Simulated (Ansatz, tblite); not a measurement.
# Ga(py)F3 (C₅H₅F₃GaN): spin states and exact exchange

Aim: set other spin states of Ga(py)F3 (C₅H₅F₃GaN) against its singlet, on many levels of theory.

Computed with Ansatz 0.2.0, Gaussian basis. Level: as each input shows.

Plan: triplet, at the geometry of the singlet (GFN1-xTB, GFN2-xTB, PBE0-D4/def2-TZVP, PBE-D4/def2-TZVP, r2SCAN-D4/def2-TZVP); the singlet's energies come from earlier runs.

2 further runs of the same task are left out: 2 set aside as unsound or not needed.

## 1. The geometry

The singlet was relaxed beforehand with r2SCAN-D4/def2-SVP.

15 atoms, charge 0, spin multiplicity 1.

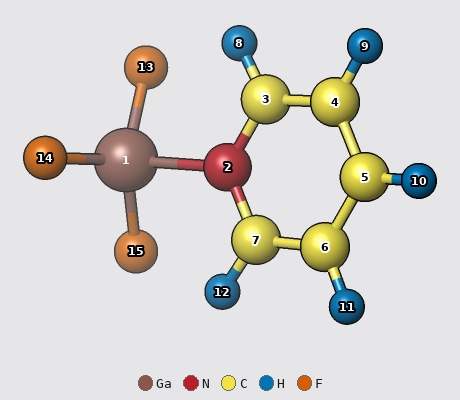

The geometry (gallium brown, nitrogen red, carbon yellow, hydrogen blue, fluorine orange); atoms are numbered from 1 in the order of the file.

## 2. Triplet at the fixed geometry, GFN1-xTB

Tight binding, by tblite at 300 K electronic temperature and without a spin-polarisation term:

```python
tblite.interface.Calculator('GFN1-xTB', numbers, positions, charge=0, uhf=2).singlepoint()
```

Energy -902.6858 eV; 0.011 s.

## 3. Triplet at the fixed geometry, GFN2-xTB

Tight binding, by tblite at 300 K electronic temperature and without a spin-polarisation term:

```python
tblite.interface.Calculator('GFN2-xTB', numbers, positions, charge=0, uhf=2).singlepoint()
```

Energy -860.3924 eV; 0.009 s.

## 4. Triplet at the fixed geometry, PBE0-D4/def2-TZVP

Input file in.yaml:

```yaml
crystal:
  periodic: [false, false, false]
  atoms:
    - {symbol: Ga, position_ang: [-0.006052, 0.021426, -2.568424]}
    - {symbol: N, position_ang: [0.001174, 0.001165, -0.545295]}
    - {symbol: C, position_ang: [1.037804, 0.538010, 0.121005]}
    - {symbol: C, position_ang: [1.064725, 0.562523, 1.512393]}
    - {symbol: C, position_ang: [-0.007135, 0.005415, 2.215406]}
    - {symbol: C, position_ang: [-1.066476, -0.569761, 1.507777]}
    - {symbol: C, position_ang: [-1.025578, -0.559596, 0.116722]}
    - {symbol: H, position_ang: [1.845853, 0.933652, -0.502547]}
    - {symbol: H, position_ang: [1.916534, 1.007702, 2.031282]}
    - {symbol: H, position_ang: [-0.013325, 0.012593, 3.309268]}
    - {symbol: H, position_ang: [-1.914256, -1.026903, 2.022791]}
    - {symbol: H, position_ang: [-1.803726, -1.008255, -0.508997]}
    - {symbol: F, position_ang: [1.736463, 0.052918, -2.827339]}
    - {symbol: F, position_ang: [-0.844134, 1.487895, -3.045951]}
    - {symbol: F, position_ang: [-0.921890, -1.458784, -2.838102]}
basis:
  gaussian: {orbitals: def2-TZVP}
magnetization: {spin_polarized: true, initial_magnetization: 2}
hamiltonian: {xc: pbe0, dispersion: d4}
scf: {omitted_lower_state_checks: [starts]}
output: {orbitals: {seedname: orbitals}}
```

The run is started by

```sh
$ ansatz run in.yaml --threads 4 --pin off --events-out ev --progress --plain --max-ram 8704MiB
```

Log:

```text
Functional definition: PBE0
  name "PBE0"
  cite "Adamo & Barone, J. Chem. Phys. 110, 6158 (1999) doi:10.1063/1.478522"
  cite "Perdew, Burke & Ernzerhof, Phys. Rev. Lett. 77, 3865 (1996) doi:10.1103/PhysRevLett.77.3865"
  parent pbe
  parameter a = 0.25
  parameter kappa = 0.804
  parameter beta = 0.06672455060314922
  exchange = (1 - a)*pbe_x(kappa = kappa, mu = beta*pi^2/3) + a*exact_x
  correlation = pbe_c(beta = beta)
these checks for a lower state are left out or cut short: starts
2156 factors; their error is unknown
mean field evaluation 1: about -67256.5965 eV, gradient 6.0e1 eV
mean field evaluation 2: about -67245.1973 eV, gradient 8.9e1 eV
mean field evaluation 4: about -67268.5736 eV, gradient 3.6e0 eV
mean field evaluation 8: about -67268.8201 eV, gradient 4.8e-1 eV
mean field evaluation 16: about -67268.8207 eV, gradient 6.1e-3 eV
mean field -67268.84894908 eV, -2472.0846024151 hartree, gradient 1.4e-5 eV, S^2 2.018687; 0 other end points of the search recorded, 0 dependent functions left out
reference -67268.84898653 eV, -2472.0846037916 hartree; 51, 49 occupied and 306, 308 virtual orbitals, 2156 factors
Total energy: -67269.24299048 eV, -2472.0990831696 hartree
Checks for a lower state left out: starts
```

Run time: 45 s. Hardware: 4 threads of Arm Neoverse V2, shared host; peak memory 2.2 GiB.

HOMO -4.92 eV, LUMO -6.72 eV (over both spins; with the spin held, an empty level of the minority spin lies below the top filled one); ⟨S²⟩ 2.019 (pure: 2.00).

## 5. Triplet at the fixed geometry, PBE-D4/def2-TZVP

start.molden holds the orbitals of an earlier run on this state, given as this run's starting guess.

Changes to in.yaml since step 4:

```diff
@@ -19,5 +19,5 @@
 basis:
-  gaussian: {orbitals: def2-TZVP}
+  gaussian: {orbitals: def2-TZVP, initial_orbitals: start.molden}
 magnetization: {spin_polarized: true, initial_magnetization: 2}
-hamiltonian: {xc: pbe0, dispersion: d4}
+hamiltonian: {xc: pbe, dispersion: d4}
 scf: {omitted_lower_state_checks: [starts]}
```

The command is unchanged.

Log:

```text
Functional definition: PBE
  name "PBE"
  cite "Perdew, Burke & Ernzerhof, Phys. Rev. Lett. 77, 3865 (1996) doi:10.1103/PhysRevLett.77.3865"
  parent pbe
  parameter kappa = 0.804
  parameter beta = 0.06672455060314922
  exchange = pbe_x(kappa = kappa, mu = beta*pi^2/3)
  correlation = pbe_c(beta = beta)
these checks for a lower state are left out or cut short: starts
2111 factors; their error is unknown
mean field evaluation 1: about -67267.0835 eV, gradient 1.1e1 eV
mean field evaluation 2: about -67267.3723 eV, gradient 3.9e-1 eV
mean field evaluation 4: about -67267.3105 eV, gradient 2.3e-1 eV
mean field evaluation 8: about -67267.3112 eV, gradient 1.0e-3 eV
mean field evaluation 16: about -67267.3112 eV, gradient 9.2e-6 eV
mean field -67267.31118771 eV, -2472.0280907273 hartree, gradient 9.2e-6 eV, S^2 2.006712; 0 other end points of the search recorded, 0 dependent functions left out
reference -67267.31123915 eV, -2472.0280926175 hartree; 51, 49 occupied and 306, 308 virtual orbitals, 2111 factors
Total energy: -67267.77376657 eV, -2472.0450901868 hartree
Checks for a lower state left out: starts
```

Run time: 16 s. Hardware: 4 threads of Arm Neoverse V2, shared host; peak memory 0.84 GiB.

HOMO -3.79 eV, LUMO -7.66 eV (over both spins; with the spin held, an empty level of the minority spin lies below the top filled one); ⟨S²⟩ 2.007 (pure: 2.00).

## 6. Triplet at the fixed geometry, r2SCAN-D4/def2-TZVP

Changes to in.yaml since step 5:

```diff
@@ -21,3 +21,3 @@
 magnetization: {spin_polarized: true, initial_magnetization: 2}
-hamiltonian: {xc: pbe, dispersion: d4}
+hamiltonian: {xc: r2scan, dispersion: d4}
 scf: {omitted_lower_state_checks: [starts]}
```

Same command.

Log:

```text
Functional definition: r2SCAN
  name "r2SCAN"
  cite "Furness, Kaplan, Ning, Perdew & Sun, J. Phys. Chem. Lett. 11, 8208 (2020) doi:10.1021/acs.jpclett.0c02405"
  cite "Furness, Kaplan, Ning, Perdew & Sun, J. Phys. Chem. Lett. 11, 9248 (2020) doi:10.1021/acs.jpclett.0c03077"
  parent r2scan
  parameter k0 = 0.174
  parameter k1 = 0.065
  parameter a1 = 4.9479
  exchange = r2scan_x(k0 = k0, k1 = k1, a1 = a1)
  correlation = r2scan_c
these checks for a lower state are left out or cut short: starts
2111 factors; their error is unknown
mean field evaluation 1: about -67284.3441 eV, gradient 6.0e0 eV
mean field evaluation 2: about -67284.4221 eV, gradient 1.2e-1 eV
mean field evaluation 4: about -67284.3590 eV, gradient 2.6e-2 eV
mean field evaluation 8: about -67284.3590 eV, gradient 1.7e-5 eV
mean field -67284.35904201 eV, -2472.6545878174 hartree, gradient 1.9e-5 eV, S^2 2.026939; 0 other end points of the search recorded, 0 dependent functions left out
reference -67284.35905962 eV, -2472.6545884645 hartree; 51, 49 occupied and 306, 308 virtual orbitals, 2111 factors
Total energy: -67284.47923859 eV, -2472.6590049601 hartree
Checks for a lower state left out: starts
```

It took 32 s on 4 threads of Arm Neoverse V2, shared host; peak memory 0.95 GiB.

From the report: HOMO -4.15 eV, LUMO -7.38 eV (over both spins; with the spin held, an empty level of the minority spin lies below the top filled one); ⟨S²⟩ 2.027 (pure: 2.00).

## 7. Triplet less singlet, vertical

The singlet's energies are those of its earlier runs, whose logs aren't repeated here.

```
              level  triplet less singlet, vertical (kcal/mol)     time
           GFN1-xTB                                      +93.6  0.021 s
           GFN2-xTB                                      +92.5  0.016 s
   PBE-D4/def2-TZVP                                      +98.4     22 s
r2SCAN-D4/def2-TZVP                                      +95.4     45 s
  PBE0-D4/def2-TZVP                                      +97.3     56 s
```

Times add the two runs; a level without a time comes out of a correlated run. Tight binding without a spin term can't rank spin states.

## 8. What came out

| quantity | value |
| --- | --- |
| triplet less singlet, vertical, functionals in def2-TZVP | +95.4 (r2SCAN-D4) to +98.4 kcal/mol (PBE-D4) |

In words: All functionals put the triplet above the singlet, over a spread of 3.0 kcal/mol. The checks for a lower triplet were left out, so another state of that spin may lie lower. These are electronic energies, without zero-point motion, entropy or surroundings.
